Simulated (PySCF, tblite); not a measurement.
# C₆H₁₁NO₂Si: geometry, infrared bands and NMR shifts

Wanted: the infrared bands and NMR shifts of C₆H₁₁NO₂Si (`CCOCc1cnoc1[SiH3]`), by calculation.

Computed with tblite 0.8.0 and PySCF 2.14.0, with density-fitted response routines of our own, on a single molecule in the gas phase. Atoms count from 0, in the outputs and in this text.

### 1 Starting geometry

21 atoms, charge 0, multiplicity 1; geometry from: force field or distance geometry start.

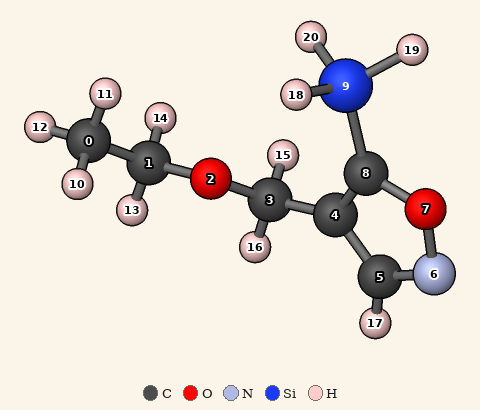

The starting geometry (carbon dark grey, oxygen red, nitrogen light blue, silicon blue, hydrogen pink), atoms numbered; sticks join atoms by distance.

### 2 Relaxing the molecule with GFN2-xTB

Job settings and geometry (Å):

```
{"job": {"kind": "relax", "xc": "GFN2-xTB", "basis": "xTB"}, "charge": 0, "multiplicity": 1}
C      2.898700     1.339800    -0.434700
C      2.276900    -0.002100    -0.117200
O      0.886500     0.063300    -0.333700
C      0.225500    -1.161000    -0.049600
C     -1.239600    -1.067000    -0.260200
C     -2.057900    -1.956200    -1.001500
N     -3.331200    -1.584900    -0.998500
O     -3.370700    -0.418000    -0.253000
C     -2.116900    -0.093600     0.190900
Si    -1.974400     1.453300     1.204500
H      2.688700     1.611300    -1.477900
H      2.441900     2.123300     0.190200
H      3.966300     1.334400    -0.260900
H      2.726000    -0.779600    -0.750500
H      2.470000    -0.248200     0.943800
H      0.407100    -1.435000     1.018900
H      0.650200    -1.952700    -0.673200
H     -1.773700    -2.860000    -1.529500
H     -1.687500     2.635300     0.344700
H     -3.220200     1.709200     1.961600
H     -0.874500     1.305700     2.196200
```

The run is started by

```console
$ OMP_NUM_THREADS=1 python probes_run.py task.json out
```

This one command runs all jobs of the session in turn.

**Question.** This job is followed by: GFN2-xTB harmonic vibrations, gas phase; GIAO PBE0/pcSseg-1 NMR shielding, non-relativistic, gas phase. What will the session give for the following? strongest single infrared mode (GFN2-xTB); zero-point energy (GFN2-xTB); 13C shifts against TMS (PBE0/pcSseg-1); 1H shifts against TMS (PBE0/pcSseg-1, means over atoms taken as alike); 17O shifts against H2O (PBE0/pcSseg-1); 15N shifts against NH3 (PBE0/pcSseg-1); 29Si shifts against TMS (PBE0/pcSseg-1).

The runs gave:

| quantity | value |
| --- | --- |
| strongest single infrared mode (GFN2-xTB) | 2242 cm⁻¹, 365 km/mol |
| zero-point energy (GFN2-xTB) | 99.1 kcal/mol |
| 13C shifts against TMS (PBE0/pcSseg-1) | 172.3, 149.0, 135.4, 71.6, 69.8, 17.8 ppm |
| 1H shifts against TMS (PBE0/pcSseg-1, means over atoms taken as alike) | 8.14, 4.80, 4.54, 3.86, 1.52 ppm |
| 17O shifts against H2O (PBE0/pcSseg-1) | 428.3, 51.1 ppm |
| 15N shifts against NH3 (PBE0/pcSseg-1) | 443.1 ppm |
| 29Si shifts against TMS (PBE0/pcSseg-1) | -86.8 ppm |

**Reading.** The optimisation took 171 steps and gained 0.235 eV; among the close pairs (by a distance rule), Si9–H18 changed most, from 1.490 to 1.457 Å. All 57 modes are real, so the xTB geometry is a minimum. The strongest single mode, at 2242 cm⁻¹, moves mainly H19. Unscaled tight-binding wavenumbers are off by several per cent, some by more. Its intensities can rank the bands wrongly. At PBE0/pcSseg-1: The widest tensor belongs to N6: span 472 ppm, with a paramagnetic part of -493 ppm. NICS(1)zz of -28 ppm above the planar ring from C4 marks a diatropic (aromatic) ring current.
